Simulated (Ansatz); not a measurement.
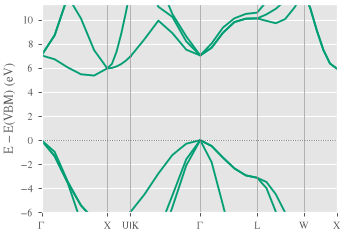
Band structure from the program Ansatz at the HSE06 level (PAW)

Problem. Read off the gap and where the band edges lie.

Solution. About 5.3 eV (5.33 eV among the points solved); maximum at Γ, minimum on the Γ–X line, 72 % of the way from Γ.

The material is C (diamond, Fd-3m).

The cell was relaxed with HSE06 under the symmetry of its start. The hybrid was solved on a coarse mesh, the path and, where they were found, the r²SCAN edge points; its band edges are the extreme levels among these.

Potentials: the later of the program's two PAW sets.
